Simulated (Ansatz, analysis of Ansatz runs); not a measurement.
# CsLiBr2 (P4/nmm), nudged elastic band: V_Br hop (4.2 Å) (q = 0)

How high is the barrier when Br changes place in CsLiBr2 (P4/nmm)? The case: V_Br hop (4.2 Å), charge 0, in a cell of 64 host atoms with 1 Br taken out.

Main program and level: Ansatz 0.2.0; plane-wave PAW DFT, PBEsol; nudged elastic band between two relaxed defect structures.

## 1. Starting point

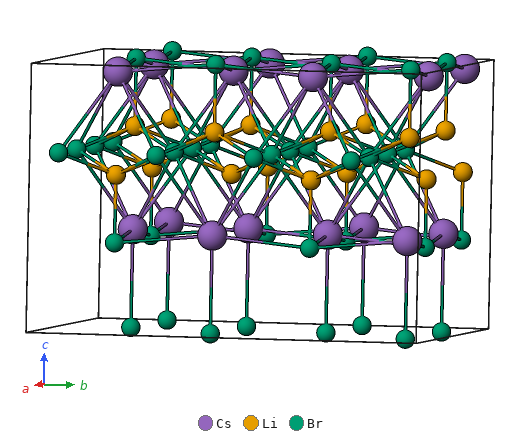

The cell as given, slightly off an axis (caesium purple, lithium orange, bromine teal). Some periodic images of atoms are drawn too.

The cell holds 63 atoms: 16 Cs, 16 Li and 31 Br. Cell: a = 14.446 Å, b = 14.446 Å, c = 9.811 Å, α = 90.0°, β = 90.0°, γ = 90.0°. It derives from CsLiBr2 (space group P4/nmm). Nearest the centre at fractional (0.312, 0.438, 0.833): Li8 at 1.52 Å, Br31 at 2.08 Å, Cs19 at 3.14 Å, Cs3 at 3.14 Å, Br13 at 3.29 Å, Br60 at 3.29 Å, Li5 at 3.77 Å, Li21 at 3.77 Å.

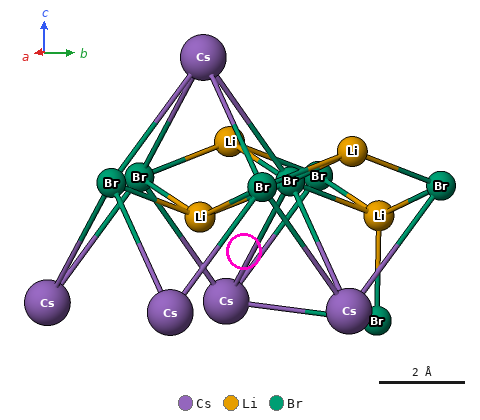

The atoms within 5 Å of the centre. A ring marks the middle of the ideal hop wherever no atom is near it.

The cell's shortest repeat is 9.8 Å.

## 2. Relaxation of the start point, charge 0

A barrier is counted from a minimum, so both ends are relaxed first. Small random displacements break the symmetry of the ideal sites, so that the defect can distort if it gains by it. The cell holds an odd number of electrons, so the run is spin-polarised with the moment held at 1 μB.

The input, q0_M1.start/input.yaml:

```yaml
crystal:
  lattice:
    - [10.21487051, 10.21487051, 0.0]
    - [-10.21487051, 10.21487051, 0.0]
    - [0.0, 0.0, 9.8110832]
  atoms:
    - { symbol: Cs, position: [0.125, 0.125, 0.2995137] }
    - { symbol: Cs, position: [0.375, 0.375, 0.2995137] }
    - { symbol: Cs, position: [0.125, 0.375, 0.7004863] }
    - { symbol: Cs, position: [0.375, 0.125, 0.7004863] }
    - { symbol: Li, position: [0.125, 0.375, 0.08388538] }
    - { symbol: Li, position: [0.375, 0.125, 0.08388538] }
    - { symbol: Li, position: [0.125, 0.125, 0.91611462] }
    - { symbol: Li, position: [0.375, 0.375, 0.91611462] }
    - { symbol: Br, position: [0.125, 0.125, 0.66383435] }
    - { symbol: Br, position: [0.125, 0.375, 0.33616565] }
    - { symbol: Br, position: [0.375, 0.125, 0.33616565] }
    - { symbol: Br, position: [0.0, 0.0, 0.0] }
    - { symbol: Br, position: [0.25, 0.25, 0.0] }
    - { symbol: Br, position: [0.0, 0.25, 0.0] }
    - { symbol: Br, position: [0.25, 0.0, 0.0] }
    - { symbol: Cs, position: [0.125, 0.625, 0.2995137] }
    - { symbol: Cs, position: [0.375, 0.875, 0.2995137] }
    - { symbol: Cs, position: [0.125, 0.875, 0.7004863] }
    - { symbol: Cs, position: [0.375, 0.625, 0.7004863] }
    - { symbol: Li, position: [0.125, 0.875, 0.08388538] }
    - { symbol: Li, position: [0.375, 0.625, 0.08388538] }
    - { symbol: Li, position: [0.125, 0.625, 0.91611462] }
    - { symbol: Li, position: [0.375, 0.875, 0.91611462] }
    - { symbol: Br, position: [0.125, 0.625, 0.66383435] }
    - { symbol: Br, position: [0.375, 0.875, 0.66383435] }
    - { symbol: Br, position: [0.125, 0.875, 0.33616565] }
    - { symbol: Br, position: [0.375, 0.625, 0.33616565] }
    - { symbol: Br, position: [0.0, 0.5, 0.0] }
    - { symbol: Br, position: [0.25, 0.75, 0.0] }
    - { symbol: Br, position: [0.0, 0.75, 0.0] }
    - { symbol: Br, position: [0.25, 0.5, 0.0] }
    - { symbol: Cs, position: [0.625, 0.125, 0.2995137] }
    - { symbol: Cs, position: [0.875, 0.375, 0.2995137] }
    - { symbol: Cs, position: [0.625, 0.375, 0.7004863] }
    - { symbol: Cs, position: [0.875, 0.125, 0.7004863] }
    - { symbol: Li, position: [0.625, 0.375, 0.08388538] }
    - { symbol: Li, position: [0.875, 0.125, 0.08388538] }
    - { symbol: Li, position: [0.625, 0.125, 0.91611462] }
    - { symbol: Li, position: [0.875, 0.375, 0.91611462] }
    - { symbol: Br, position: [0.625, 0.125, 0.66383435] }
    - { symbol: Br, position: [0.875, 0.375, 0.66383435] }
    - { symbol: Br, position: [0.625, 0.375, 0.33616565] }
    - { symbol: Br, position: [0.875, 0.125, 0.33616565] }
    - { symbol: Br, position: [0.5, 0.0, 0.0] }
    - { symbol: Br, position: [0.75, 0.25, 0.0] }
    - { symbol: Br, position: [0.5, 0.25, 0.0] }
    - { symbol: Br, position: [0.75, 0.0, 0.0] }
    - { symbol: Cs, position: [0.625, 0.625, 0.2995137] }
    - { symbol: Cs, position: [0.875, 0.875, 0.2995137] }
    - { symbol: Cs, position: [0.625, 0.875, 0.7004863] }
    - { symbol: Cs, position: [0.875, 0.625, 0.7004863] }
    - { symbol: Li, position: [0.625, 0.875, 0.08388538] }
    - { symbol: Li, position: [0.875, 0.625, 0.08388538] }
    - { symbol: Li, position: [0.625, 0.625, 0.91611462] }
    - { symbol: Li, position: [0.875, 0.875, 0.91611462] }
    - { symbol: Br, position: [0.625, 0.625, 0.66383435] }
    - { symbol: Br, position: [0.875, 0.875, 0.66383435] }
    - { symbol: Br, position: [0.625, 0.875, 0.33616565] }
    - { symbol: Br, position: [0.875, 0.625, 0.33616565] }
    - { symbol: Br, position: [0.5, 0.5, 0.0] }
    - { symbol: Br, position: [0.75, 0.75, 0.0] }
    - { symbol: Br, position: [0.5, 0.75, 0.0] }
    - { symbol: Br, position: [0.75, 0.5, 0.0] }
basis:
  ecutwfc: 420
  xc_grid: 2
hamiltonian:
  xc: pbesol
kpoints:
  mp_grid: { grid: [1, 1, 1], shift: [0.25, 0.25, 0.25] }
magnetization:
  spin_polarized: true
  initial_magnetization: 1
  spin_locking: { lock_magnetization: hard }
scf:
  occupations: { method: fixed }
  max_iter: 100
output:
  forces: true
relax:
  f_tol: 0.02
  max_steps: 70
  random_displacement: { amplitude: 0.03, seed: 7280 }
```

Started as:

```
ansatz run input.yaml --threads 32 --pin off --max-ram 84787MiB --backend cuda --events-out ev --progress --plain --runs-dir out --max-vram 78GiB
```

The log of the run:

```text
[...]
Engine: ansatz 0.2.0, aarch64-unknown-linux-gnu
[...]
Pseudopotential: Cs, paw, valence charge 9, recommended cutoff 420 eV (normal), Cs.paw.azcp
Pseudopotential: Li, paw, valence charge 3, recommended cutoff 420 eV (normal), Li.paw.azcp
Pseudopotential: Br, paw, valence charge 7, recommended cutoff 420 eV (normal), Br.paw.azcp
Functional definition: PBEsol
[...]
Crystal: 63 atoms, lattice volume = 2047.447 Å³
Basis set: ecut = 420 eV, 39949 PW (Γ), exchange–correlation on 200×200×144 points (8 copies of the dense FFT grid, shifted against one another)
Bands: 268, of which v1, the nominal top of the filled ones, is band 205 counted from 1 (204 counted from 0)
[...]
SCF iter   8: F=-177554.952206 eV  HF=-177554.952206 eV  |F-HF|=5.67e-7  |Δ(HF+E_count)|=   4.05e-5  Δρ=2.90e-6 (↑2.55e-6 ↓2.90e-6)  dr2=1.50e-6  dr2_m=1.54e-8  M=1.000 μB ∫|m|=1.014 μB  ethr=2.44e-9  [...]
SCF 1 converged in 8 iterations: F = -177554.952206 eV  dr2 = 1.50e-6
[...]
relax step   1: F+E_penalty+E_count = -177554.95220647 eV  Δ(F+E_penalty+E_count) = +0.000e0 eV  max|allowed force component| = 1.405e-1 eV/Å  Δτ_max = 0.0000 Å  (8 SCF iters, dr2 threshold 1.00e-5 eV [...]
[...]
SCF iter   1: F=—  HF=-177554.999448 eV  |F-HF|=—  |Δ(HF+E_count)|=         —  Δρ=6.09e-4 (↑5.71e-4 ↓6.09e-4)  dr2=4.64e-2  dr2_m=9.29e-5  M=1.000 μB ∫|m|=1.016 μB  β_m=0.30  ethr=9.40e-6  ⟨swp⟩=4.5   [...]
[...]
SCF 4 converged in 2 iterations: F = -177555.010219 eV  dr2 = 3.89e-8
relax step   4: F+E_penalty+E_count = -177555.01021948 eV  Δ(F+E_penalty+E_count) = -1.059e-8 eV  max|allowed force component| = 6.980e-3 eV/Å  Δτ_max = 0.0000 Å  (2 SCF iters, accepted)
SCF converged after 2 iterations
[...]
```

The job ended after 4 s (1 × NVIDIA GB200 with 32 threads of Arm Neoverse V2, shared host; peak memory 1.6 GiB).

Step by step:

```csv
step,energy less that of the first step (eV),largest force component (eV/Å)
1,0.0000,0.1405
2,-0.0359,0.1303
3,-0.0580,0.0070
4,-0.0580,0.0070
```

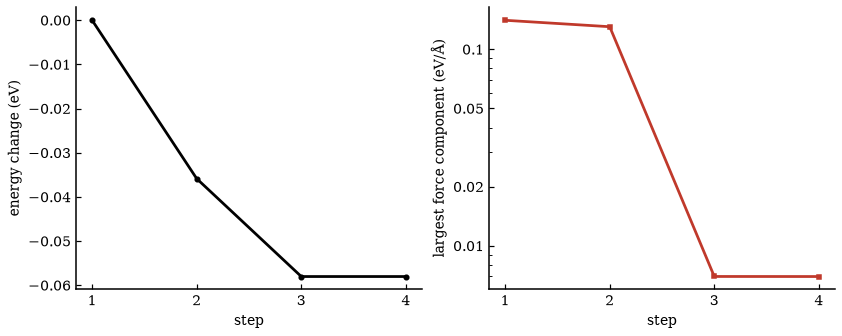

Energy and largest force along the relaxation.

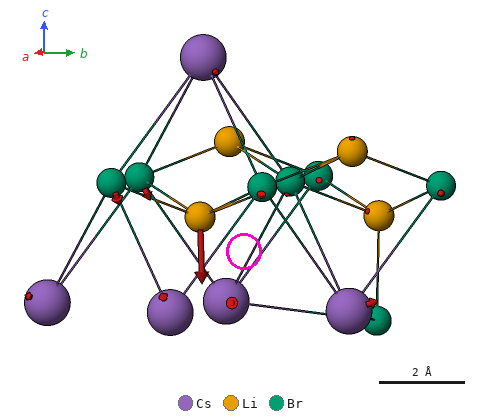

Displacements in the relaxation from the typed sites near the centre, exaggerated, the mean shift taken out; the longest in the cell stands for 0.06 Å. A ring marks the middle of the ideal hop wherever no atom is near it.

The atoms that moved most (Å, from the sites as typed, ahead of the random displacement, the mean shift of all atoms taken out):

```csv
atom,dx,dy,dz,length
Li8,-0.004,0.000,-0.060,0.061
Cs3,-0.012,-0.011,-0.002,0.017
Br46,-0.008,-0.002,-0.014,0.016
Br13,-0.005,0.005,-0.014,0.015
Cs19,-0.009,0.010,0.005,0.014
Br42,-0.006,-0.008,0.008,0.013
Br63,-0.002,-0.008,0.010,0.013
Li36,-0.005,-0.009,0.006,0.012
```

Neighbours of Br31 at the end:

```csv
atom,distance (Å)
Li22,2.678
Li5,2.682
Li21,2.688
Li8,2.697
Br13,3.604
Br60,3.604
Br29,3.614
Br28,3.616
```

This step gave:

* free energy: -177555.0102 eV
* total moment: 1 μB
* integral of the absolute spin density: 1.013 μB
* spin contamination: 5.88e-4
* r.m.s. move of the farther half of the atoms: 0.005996 Å
* largest move from the ideal geometry of this structure, a common shift of the far atoms taken out: 0.06233 Å

The relaxation gained 0.058 eV and ended with a largest force component of 0.0070 eV/Å.

## 3. Relaxation of the end point, charge 0

The end point is relaxed in the same cell and settings, so that the two energies compare. Atoms more than 3.2 Å from the middle of the hop start where the first relaxation left them, the nearer ones on or close to their ideal places, with small random displacements.

The input, q0_M1.end/input.yaml:

```yaml
crystal:
  lattice:
    - [10.21487051, 10.21487051, 0.0]
    - [-10.21487051, 10.21487051, 0.0]
    - [0.0, 0.0, 9.8110832]
  atoms:
    - { symbol: Cs, position: [0.12479336, 0.12499112, 0.29942033] }
    - { symbol: Cs, position: [0.37461752, 0.37529663, 0.29882409] }
    - { symbol: Cs, position: [0.125, 0.375, 0.7004863] }
[... 1 atom line left out ...]
    - { symbol: Li, position: [0.12485517, 0.37515089, 0.08357424] }
[... 2 atom lines left out ...]
    - { symbol: Li, position: [0.375, 0.375, 0.91611462] }
[... 4 atom lines left out ...]
    - { symbol: Br, position: [0.24986823, 0.25051308, -0.00157518] }
[... 5 atom lines left out ...]
    - { symbol: Cs, position: [0.375, 0.625, 0.7004863] }
[... 1 atom line left out ...]
    - { symbol: Li, position: [0.37497859, 0.62504799, 0.0841415] }
    - { symbol: Li, position: [0.12506481, 0.62481811, 0.91608159] }
[... 1 atom line left out ...]
    - { symbol: Br, position: [0.12492066, 0.62494276, 0.66379345] }
[... 6 atom lines left out ...]
    - { symbol: Br, position: [0.375, 0.375, -0.334079] }
[... 14 atom lines left out ...]
    - { symbol: Br, position: [0.49936211, 0.25033879, -0.00160123] }
[... 13 atom lines left out ...]
    - { symbol: Br, position: [0.49935565, 0.49991235, -0.00066413] }
[... 2 atom lines left out ...]
    - { symbol: Br, position: [0.74942909, 0.49974876, 0.00084679] }
basis:
  ecutwfc: 420
  xc_grid: 2
hamiltonian:
  xc: pbesol
kpoints:
  mp_grid: { grid: [1, 1, 1], shift: [0.25, 0.25, 0.25] }
magnetization:
  spin_polarized: true
  initial_magnetization: 1
  spin_locking: { lock_magnetization: hard }
scf:
  occupations: { method: fixed }
  max_iter: 100
output:
  forces: true
relax:
  f_tol: 0.02
  max_steps: 70
  random_displacement: { amplitude: 0.01, seed: 7280 }
```

The log of the run:

```text
[...]
Crystal: 63 atoms, lattice volume = 2047.447 Å³
Basis set: ecut = 420 eV, 39949 PW (Γ), exchange–correlation on 200×200×144 points (8 copies of the dense FFT grid, shifted against one another)
Bands: 268, of which v1, the nominal top of the filled ones, is band 205 counted from 1 (204 counted from 0)
[...]
SCF iter   8: F=-177555.030765 eV  HF=-177555.030763 eV  |F-HF|=1.48e-6  |Δ(HF+E_count)|=   4.71e-5  Δρ=2.75e-6 (↑2.57e-6 ↓2.75e-6)  dr2=1.19e-6  dr2_m=5.02e-9  M=1.000 μB ∫|m|=1.022 μB  ethr=2.44e-9  [...]
SCF 1 converged in 8 iterations: F = -177555.030765 eV  dr2 = 1.19e-6
[...]
relax step   1: F+E_penalty+E_count = -177555.03076469 eV  Δ(F+E_penalty+E_count) = +0.000e0 eV  max|allowed force component| = 1.600e-1 eV/Å  Δτ_max = 0.0000 Å  (8 SCF iters, dr2 threshold 1.00e-5 eV [...]
[...]
SCF 4 converged in 6 iterations: F = -177555.066833 eV  dr2 = 1.32e-8
[...]
relax step   4: F+E_penalty+E_count = -177555.06683342 eV  Δ(F+E_penalty+E_count) = -1.890e-3 eV  max|allowed force component| = 1.034e-2 eV/Å  Δτ_max = 0.0336 Å  (6 SCF iters, accepted)
SCF converged after 6 iterations
[...]
```

It took 5.3 s on 1 × NVIDIA GB200 with 32 threads; peak memory 1.6 GiB; 14 s of CPU time.

The steps of the relaxation:

```csv
step,energy less that of the first step (eV),largest force component (eV/Å)
1,0.0000,0.1600
2,-0.0297,0.0580
3,-0.0342,0.0193
4,-0.0361,0.0103
```

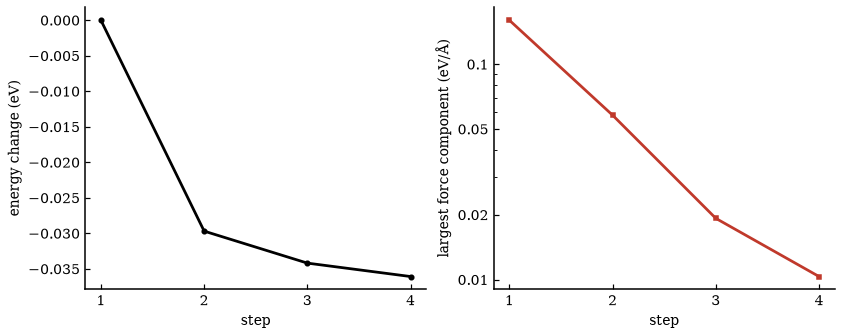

Energy and largest force along the relaxation.

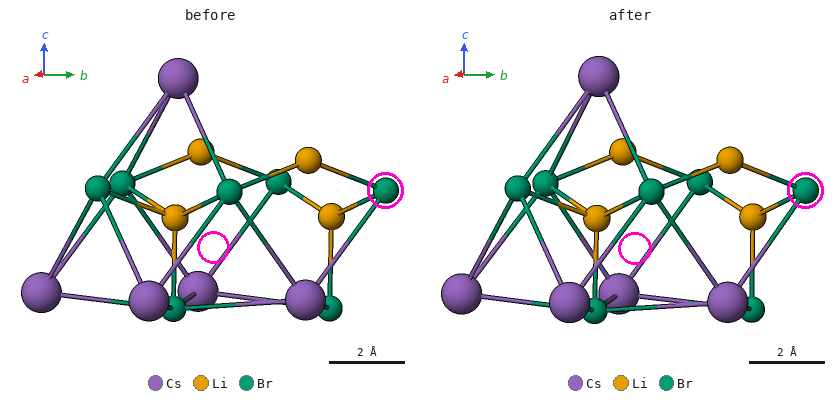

Before and after: the atoms that start within 5 Å of the centre. Br29, which moves most, is ringed if it is among them. A ring with no atom in it marks the middle of the ideal hop.

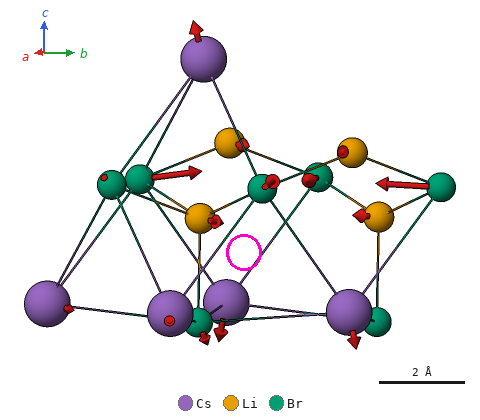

Displacements in the relaxation from the typed sites near the centre, exaggerated; the longest in the cell stands for 0.08 Å. A ring marks the middle of the ideal hop wherever no atom is near it.

The atoms that moved most (Å, from the sites as typed, ahead of the random displacement):

```csv
atom,dx,dy,dz,length
Br29,0.056,-0.057,0.003,0.080
Br60,-0.056,-0.055,0.008,0.079
Br28,0.054,0.055,-0.002,0.077
Br13,-0.055,0.051,0.012,0.075
Cs3,-0.004,-0.015,-0.034,0.038
Cs2,0.012,0.002,0.031,0.034
Li22,0.030,0.001,0.002,0.030
Cs16,-0.010,0.001,0.028,0.030
```

Neighbours of Br31 at the end:

```csv
atom,distance (Å)
Li8,2.469
Cs2,3.551
Cs19,3.627
Cs4,3.628
Cs34,3.628
Cs3,3.630
Br13,4.133
Br60,4.135
Br46,4.167
```

This step gave:

```yaml
free_energy: -177555.0668 eV
total_moment: 1 μB
integral_of_the_absolute_spin_density: 1.023 μB
spin_contamination: 0.001240
r_m_s_move_of_the_farther_half_of_the_atoms: 0.006697 Å
largest_move_from_the_ideal_geometry_of_this_structure_a_common_shift_of_the_far_atoms_taken_out: 0.08928 Å
```

The relaxation gained 0.036 eV and ended with a largest force component of 0.010 eV/Å. The end lies 0.057 eV below the start.

[end of part 1 of 3]

[Logs are printed without paths, hosts, clocks, repeated set-up lines and the standing remarks that a program may print on its own settings, such as how far it seeks lower states.]

[Hosts, paths, dates, database ids (printed as entryN), source tags and the programs' standing remarks are cut or masked in the printed files.]
